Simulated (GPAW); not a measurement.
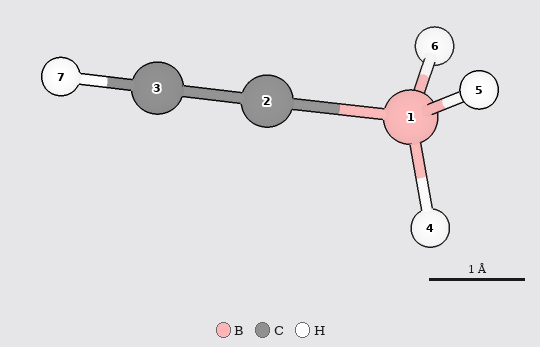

**Figure 1.** The structure (ball-and-stick view, seen at a tilt; atoms are numbered from 1 in the order of the input). Bond lengths as drawn: B–C 1.57 Å, B–H 1.23 Å, C–C 1.21 Å and C–H 1.06 Å.

# Run report: C$_{2}$H$_{4}$B (charge −1), property calculation

C$_{2}$H$_{4}$B, charge −1, computed with PBE0/plane waves, scalar-relativistic datasets (GPAW 26.7.0).

The geometry comes from this level: GFN2-xTB.

The input (run.py):
```python
import numpy as np
from ase import Atoms
from ase.units import Bohr
from gpaw import GPAW, PW

# Geometry
positions_bohr = np.array(
              [[ -1.441086,   1.108721,  -0.477080],
               [  0.834560,  -0.654166,   0.274539],
               [  2.583463,  -1.991639,   0.855800],
               [ -3.294152,  -0.194963,  -1.005221],
               [ -0.848487,   2.395247,  -2.321699],
               [ -1.959759,   2.505852,   1.308276],
               [  4.125461,  -3.169052,   1.365384]])
atoms = Atoms('BCCHHHH', positions=positions_bohr * Bohr)
atoms.center(vacuum=5.5)

# Ground state
gpaw_calc = GPAW(mode=PW(500),
                 xc='PBE0',
                 charge=-1,
                 maxiter=100,
                 symmetry='off',
                 txt='molecule.txt')
atoms.calc = gpaw_calc

energy = atoms.get_potential_energy()
print(f'Energy = {energy:.5f} eV')
forces = atoms.get_forces()
print('Forces (eV/Ang)')
for symbol, f in zip(atoms.symbols, forces):
    print(f'{symbol:2} {f[0]:9.4f} {f[1]:9.4f} {f[2]:9.4f}')
homo, lumo = gpaw_calc.get_homo_lumo()
print(f'HOMO: {homo:.3f} eV')
print(f'LUMO: {lumo:.3f} eV')
print(f'Gap: {lumo - homo:.3f} eV')
```

Machine: 1 thread of Arm Neoverse V1, 24 GiB of memory available, shared host.

Launch command:
```bash
OMP_NUM_THREADS=1 python run.py
```

Log:
```
Energy = -38.27839 eV
Forces (eV/Ang)
B     0.0415   -0.0509    0.0090
C    -0.9303    0.7353   -0.3022
C     0.8854   -0.6848    0.2949
H    -0.0241    0.0349   -0.0072
H    -0.0365    0.0224   -0.0042
H    -0.0346    0.0250   -0.0134
H     0.0879   -0.0708    0.0276
HOMO: -1.724 eV
LUMO: 1.933 eV
Gap: 3.657 eV
```

Summary:

- outcome: converged
- energy relative to the program's reference atoms: −38.2784 eV
- largest force: 1.224 eV/Å
- wall time: 2.7 min
- peak memory: 0.9 GiB
